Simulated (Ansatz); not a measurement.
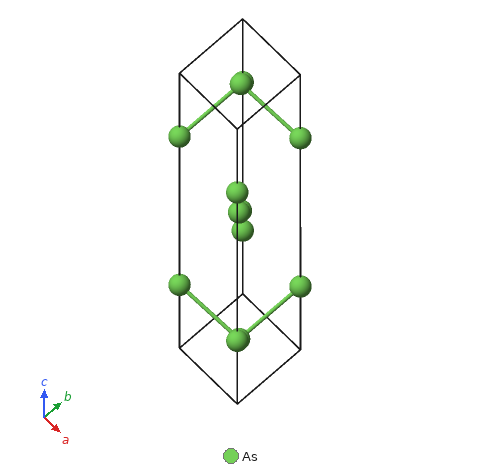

As, space group R-3m:H (No. 166), a = 3.783 Å, b = 3.783 Å, c = 10.114 Å, α = 90.00°, β = 90.00°, γ = 120.00°

```tsv
site	Wyckoff	x	y	z
As	6c	0.0000	0.0000	0.7697
```

Source: coordinates from a relaxation with DFT PBE+D3(BJ), scalar-relativistic, plane waves, PAW in Ansatz.

Compute the Voronoi cell of each site (no radii): faces and volume.

```csv
site,faces above 1 % of the sphere,volume (Å³),solid angle by neighbour (%)
As,6,20.89,As 100
```

Weighted by multiplicity the volumes add up to the cell volume, 125.3 Å³.

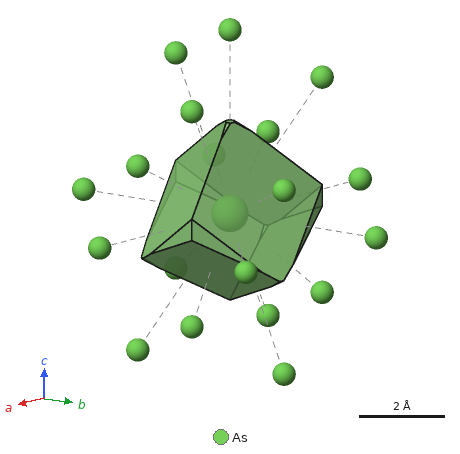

The computed Voronoi cell of As, with the neighbours that bound it.
